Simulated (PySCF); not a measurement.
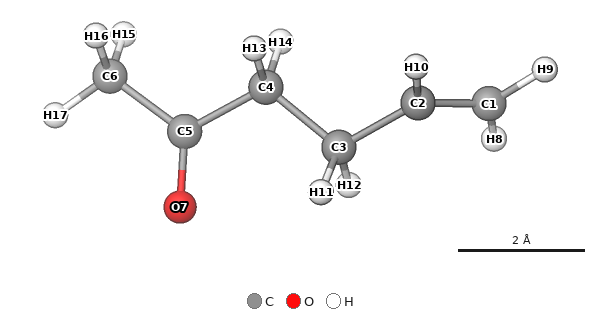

The structure as given in the input (ball-and-stick view, seen at a tilt; atoms are numbered from 1 in the order of the input).

**What a change does: NMR shielding calculation on C₆H₁₀O**

System: C₆H₁₀O (5-hexen-2-one).
Method of the first run: GIAO PBE0/pcSseg-1 NMR shielding, non-relativistic, IEF-PCM acetonitrile (PySCF 2.14.0).

The geometry comes from this level: PBE0-D3(BJ)/def2-SVP. Text and figures count atoms from 1; the logs count them from 0 in places.

### The input, the first run
```
{"job": {"kind": "nmr", "xc": "PBE0", "basis": "pcSseg-1", "solvent": "acetonitrile", "pop": true}, "charge": 0, "multiplicity": 1}
C     -3.168688    -0.084029     0.442661
C     -2.101659     0.494514    -0.109750
C     -0.822727    -0.202097    -0.446558
C      0.368355     0.354260     0.320761
C      1.678247    -0.318649    -0.035162
C      2.900214     0.135739     0.725628
O      1.738077    -1.173810    -0.885539
H     -3.174984    -1.152625     0.682303
H     -4.075736     0.482497     0.669053
H     -2.140110     1.569442    -0.333441
H     -0.612434    -0.108489    -1.525647
H     -0.909947    -1.282257    -0.252380
H      0.487671     1.439199     0.143195
H      0.213152     0.264503     1.410769
H      2.763732    -0.032967     1.805505
H      3.058290     1.217267     0.589123
H      3.781497    -0.414581     0.373777
```

The first line tells a small driver script what to run in PySCF; the rest is the geometry in Å.

Command:
```bash
OMP_NUM_THREADS=1 python <driver script> task.json out
```

Hardware: 1 CPU thread, shared host.

### Output (the first run)
```
coarse grid: 13808 points
cycle   1  E = -309.2870909725  dE =  7.318e-01  |g| = 7.825e-01  |ddm| = 3.550e+00
cycle   2  E = -309.0431618676  dE =  2.439e-01  |g| = 1.391e+00  |ddm| = 1.899e+00
cycle   3  E = -309.4058080674  dE = -3.626e-01  |g| = 1.552e-01  |ddm| = 1.408e+00
cycle   4  E = -309.4113392709  dE = -5.531e-03  |g| = 3.653e-02  |ddm| = 1.385e-01
cycle   5  E = -309.4116446266  dE = -3.054e-04  |g| = 6.554e-03  |ddm| = 3.186e-02
cycle   6  E = -309.4116532380  dE = -8.611e-06  |g| = 2.290e-03  |ddm| = 5.844e-03
final grid: 132176 points
cycle   7  E = -309.4652080833  dE = -1.737e-05  |g| = 1.341e-02  |ddm| = 2.714e-02
cycle   8  E = -309.4651417320  dE =  6.635e-05  |g| = 2.325e-02  |ddm| = 2.769e-02
cycle   9  E = -309.4652438244  dE = -1.021e-04  |g| = 2.335e-03  |ddm| = 1.812e-02
cycle  10  E = -309.4652450027  dE = -1.178e-06  |g| = 1.309e-04  |ddm| = 1.620e-03
cycle  11  E = -309.4652450042  dE = -1.441e-09  |g| = 1.061e-04  |ddm| = 2.002e-04
cycle  12  E = -309.4652450069  dE = -2.697e-09  |g| = 2.369e-05  |ddm| = 8.730e-05
cycle  13  E = -309.4652450070  dE = -1.286e-10  |g| = 6.370e-06  |ddm| = 2.041e-05
converged SCF energy = -309.4652450070

GIAO shielding tensors (ppm)
atom      isotropic    diamagn.    paramagn.     s11        s22        s33       span
  0 C       61.721     254.063    -192.342    -52.193     83.016    154.341    206.534
  1 C       35.056     255.675    -220.619    -91.320     40.581    155.907    247.226
  2 C      152.753     248.077     -95.325    142.272    144.345    171.641     29.369
  3 C      139.785     256.427    -116.641    113.371    126.731    179.254     65.883
  4 C      -32.660     249.464    -282.124   -110.419    -89.104    101.543    211.962
  5 C      152.729     250.571     -97.842    131.653    133.394    193.139     61.486
  6 O     -289.378     404.993    -694.371   -836.608   -380.474    348.948   1185.556
  7 H       25.768      30.914      -5.147     22.405     25.192     29.706      7.301
  8 H       25.901      27.587      -1.686     22.961     24.934     29.806      6.846
  9 H       25.079      30.704      -5.625     23.113     24.156     27.967      4.855
 10 H       29.051      32.087      -3.035     25.089     28.396     33.669      8.580
 11 H       29.355      33.567      -4.212     25.477     29.382     33.207      7.730
 12 H       28.610      33.472      -4.862     24.681     29.061     32.088      7.406
 13 H       28.879      33.749      -4.870     24.990     29.224     32.422      7.432
 14 H       28.730      28.381       0.349     25.538     28.447     32.205      6.667
 15 H       28.690      28.198       0.492     25.398     28.466     32.206      6.809
 16 H       29.419      27.116       2.303     26.055     27.639     34.563      8.508
```

The input of the second run differs as follows (lines with − go, lines with + come):
```diff
-"solvent": "acetonitrile"
-"pop": true
+"solvent": "tetrahydrofuran"
+"pop": false
```

What does this change do to the results?

The total energy of the second run is 1.0 kcal/mol higher: the change of the electrostatic solvation energy at this fixed geometry, without cavity or dispersion terms. The dipole moment goes from 3.77 to 3.57 D. Of all shieldings, the largest change is that of O7, by −10.0 ppm. The number of SCF iterations is the same.

### Output (the second run)
```
coarse grid: 13808 points
cycle   1  E = -309.2833475768  dE =  7.355e-01  |g| = 7.864e-01  |ddm| = 3.550e+00
cycle   2  E = -309.0247691163  dE =  2.586e-01  |g| = 1.418e+00  |ddm| = 1.980e+00
cycle   3  E = -309.4038477815  dE = -3.791e-01  |g| = 1.588e-01  |ddm| = 1.478e+00
cycle   4  E = -309.4096405044  dE = -5.793e-03  |g| = 3.806e-02  |ddm| = 1.432e-01
cycle   5  E = -309.4099719557  dE = -3.315e-04  |g| = 6.733e-03  |ddm| = 3.340e-02
cycle   6  E = -309.4099808556  dE = -8.900e-06  |g| = 2.452e-03  |ddm| = 6.043e-03
final grid: 132176 points
cycle   7  E = -309.4635365740  dE = -1.597e-05  |g| = 1.372e-02  |ddm| = 2.731e-02
cycle   8  E = -309.4634636672  dE =  7.291e-05  |g| = 2.410e-02  |ddm| = 2.891e-02
cycle   9  E = -309.4635740065  dE = -1.103e-04  |g| = 2.395e-03  |ddm| = 1.906e-02
cycle  10  E = -309.4635752479  dE = -1.241e-06  |g| = 1.504e-04  |ddm| = 1.675e-03
cycle  11  E = -309.4635752496  dE = -1.763e-09  |g| = 1.246e-04  |ddm| = 2.215e-04
cycle  12  E = -309.4635752534  dE = -3.766e-09  |g| = 2.458e-05  |ddm| = 9.981e-05
cycle  13  E = -309.4635752535  dE = -1.402e-10  |g| = 6.378e-06  |ddm| = 2.211e-05
converged SCF energy = -309.4635752535

GIAO shielding tensors (ppm)
atom      isotropic    diamagn.    paramagn.     s11        s22        s33       span
  0 C       61.584     253.950    -192.367    -52.418     83.033    154.136    206.554
  1 C       35.386     255.785    -220.399    -90.822     41.376    155.604    246.425
  2 C      152.687     247.859     -95.172    142.189    144.277    171.594     29.405
  3 C      139.754     256.453    -116.700    113.646    126.498    179.117     65.470
  4 C      -31.294     249.399    -280.693   -110.632    -84.656    101.406    212.038
  5 C      152.880     250.709     -97.829    132.174    133.524    192.942     60.767
  6 O     -299.387     404.630    -704.017   -857.125   -389.739    348.704   1205.828
  7 H       25.781      30.918      -5.137     22.405     25.216     29.723      7.318
  8 H       25.921      27.585      -1.664     22.970     24.959     29.833      6.863
  9 H       25.129      30.739      -5.611     23.150     24.215     28.021      4.871
 10 H       29.024      32.019      -2.995     25.059     28.351     33.662      8.603
 11 H       29.333      33.512      -4.179     25.451     29.347     33.201      7.750
 12 H       28.695      33.557      -4.862     24.796     29.142     32.147      7.351
 13 H       28.934      33.800      -4.866     25.071     29.272     32.459      7.388
 14 H       28.800      28.480       0.320     25.626     28.525     32.248      6.621
 15 H       28.765      28.305       0.460     25.492     28.552     32.252      6.760
 16 H       29.379      27.132       2.248     26.013     27.593     34.531      8.518
```

### The two runs side by side

| quantity | the first run | the second run |
| --- | --- | --- |
| outcome | converged | converged |
| total energy (hartree) | −309.465245 | −309.463575 |
| HOMO (eV) | −7.20 | −7.19 |
| LUMO (eV) | −0.32 | −0.32 |
| dipole moment (D) | 3.77 | 3.57 |
| shielding of C1 (ppm) | 61.7 | 61.6 |
| shielding of C2 (ppm) | 35.1 | 35.4 |
| shielding of C5 (ppm) | −32.7 | −31.3 |
| shielding of C6 (ppm) | 152.7 | 152.9 |
| shielding of O7 (ppm) | −289.4 | −299.4 |
| shielding of H13 (ppm) | 28.6 | 28.7 |
| shielding of H16 (ppm) | 28.7 | 28.8 |
| SCF iterations | 13 | 13 |
| basis functions | 169 | 169 |
| wall time (shared host) | 52 s | 50 s |
